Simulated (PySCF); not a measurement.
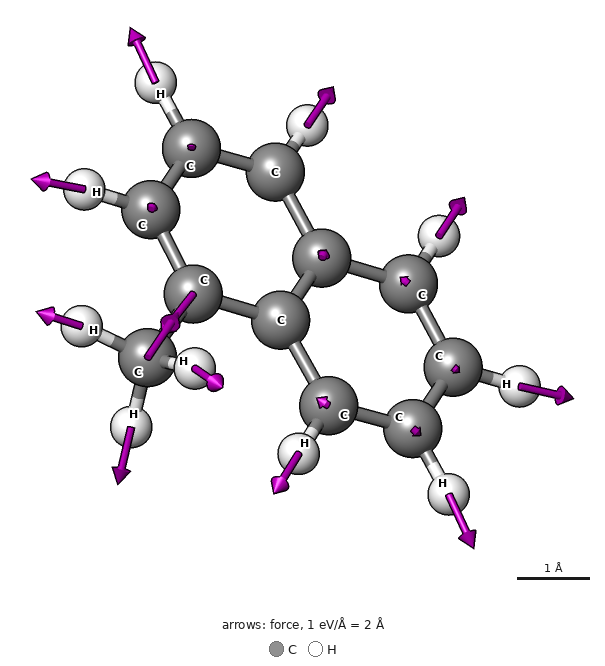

Starting geometry of C11H10 with the computed forces as purple arrows. A ball-and-stick model, seen at a tilt.

The start comes from GFN2-xTB.

Computed with PBE0-D3(BJ)/def2-SVP geometry optimisation, gas phase in PySCF. 

**What follows when this structure is relaxed?**

It isn't relaxed: the largest force vector, on a C atom, is 0.52 eV/Å. The final displacements follow the starting forces only in part (cosine between the two patterns 0.71). The atom that moves furthest after the best rigid fit is an H atom (0.030 Å). Largest moves by element: H 0.030 Å, C 0.017 Å. Some distances before and after: C–H 1.090 → 1.102 Å, C–H 1.079 → 1.091 Å, C–C 1.402 → 1.413 Å, C–C 1.422 → 1.432 Å. Over 2 geometry steps the energy falls by 0.053 eV.
